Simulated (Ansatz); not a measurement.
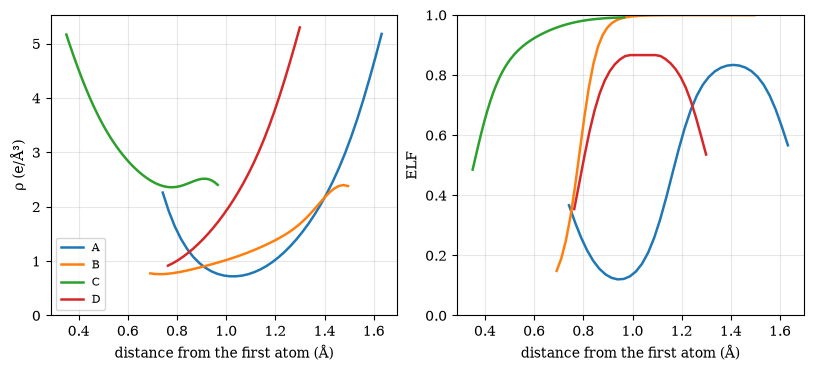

H$_{5}$InO$_{3}$Si (SMILES [OH][In]([OH])[O][SiH3]). Electron density and electron localisation function along straight lines between neighbouring atoms. The curves leave out the atomic cores.

Geometry: PBE0-D4/def2-SVP; core potentials replace the inner electrons of In.

The calculation used isolated molecule in a Gaussian basis; Kohn-Sham density functional theory, functional PBE0 (Ansatz).

Input file:

```
crystal:
  periodic: [false, false, false]
  atoms:
    - {symbol: In, position_ang: [-0.101971, -0.263776, -0.510479]}
    - {symbol: O, position_ang: [-1.872338, -1.110144, -0.840962]}
    - {symbol: O, position_ang: [0.557316, 1.265491, -1.577773]}
    - {symbol: O, position_ang: [1.070281, -0.962142, 0.933414]}
    - {symbol: Si, position_ang: [0.953231, -2.180491, 2.039462]}
    - {symbol: H, position_ang: [-2.033580, -1.840675, -0.231053]}
    - {symbol: H, position_ang: [-0.090783, 1.517722, -2.247136]}
    - {symbol: H, position_ang: [1.039557, -1.644611, 3.432432]}
    - {symbol: H, position_ang: [-0.362694, -2.900011, 1.907069]}
    - {symbol: H, position_ang: [2.042008, -3.186026, 1.842928]}
basis:
  gaussian:
    orbitals: def2-SVPD
output:
  forces: true
  orbitals: {seedname: orbitals}
hamiltonian:
  xc: {name: PBE0}
```

Run with:

```sh
ansatz run input.yaml --threads 2 --pin off --max-ram 5220MiB --events-out events.jsonl --progress --plain --runs-dir runs
```

> Which curve belongs to which contact (In–O, O–H, Si–H and Si–O)? The first atom named is at distance zero.

Curve A: In–O (1.98 Å): ρ at the midpoint is about 0.74 e/Å³; the ELF peaks at about 0.85 in the valence shell of O, 0.6 Å from its nucleus, and drops to about 0.10 between the two atoms. Curve B: Si–H (1.49 Å): ρ is about 0.76 e/Å³ halfway; the ELF climbs to about 1 towards the hydrogen, as it does in any bond to H. Curve C: O–H (0.97 Å): the density is about 3.6 e/Å³ at the midpoint; the ELF climbs to about 1 towards the hydrogen: a covalent bond by its length. Curve D: Si–O (1.65 Å): the density is about 1.1 e/Å³ at the midpoint; the ELF peaks at about 0.85 between the atoms: a shared but strongly polarised pair.
